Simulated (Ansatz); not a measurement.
Mo5W

```
Mo W
1.0
     3.16506    0.00000    0.00000
     0.00000    4.47895    0.00000
     0.00000    0.00000   13.42621
Mo W
10 2
Direct
  0.00000 0.00000 0.83263
  0.50000 0.50000 0.83263
  0.00000 0.50000 0.66624
  0.50000 0.00000 0.66624
  0.00000 0.00000 0.50000
  0.50000 0.50000 0.50000
  0.00000 0.50000 0.33376
  0.50000 0.00000 0.33376
  0.00000 0.00000 0.16737
  0.50000 0.50000 0.16737
  0.00000 0.50000 0.00000
  0.50000 0.00000 0.00000
```

Space group Cmmm; a structure generated by program, which may or may not match a known phase; computed pressure about −8 GPa in this cell; computed without spin polarisation.

All numbers below come from DFT PBEsol, scalar-relativistic, plane waves, PAW in Ansatz 0.2.0.

What can the converged valence pseudo-density and electron localisation function tell about the bonding?

Mo–Mo (2.74 Å): ρ at the midpoint is about 0.37 e/Å³; the ELF is about 0.30 at the midpoint.
W–W (2.74 Å): ρ is about 0.41 e/Å³ halfway; the ELF is about 0.35 at the midpoint.
Bader's partition of the density gives Mo +0.02 and W −0.08 e.

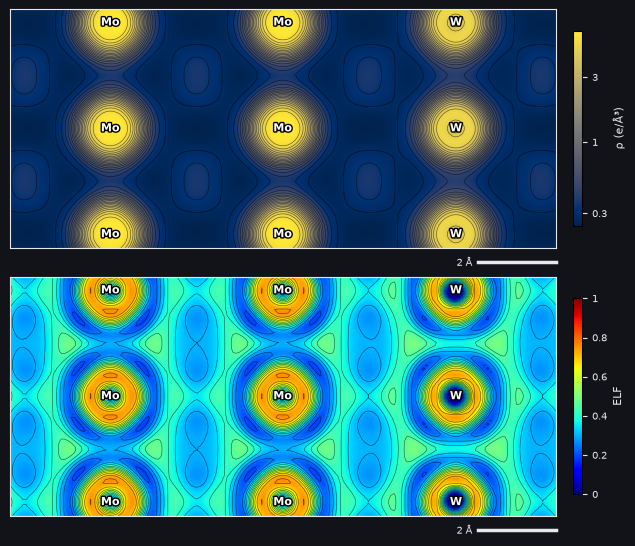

Computed valence pseudo-density and electron localisation function on the (11̄0) plane of the conventional cell, in this order. 

In a PAW calculation such maps are meaningful between the atoms, not at the nuclei.
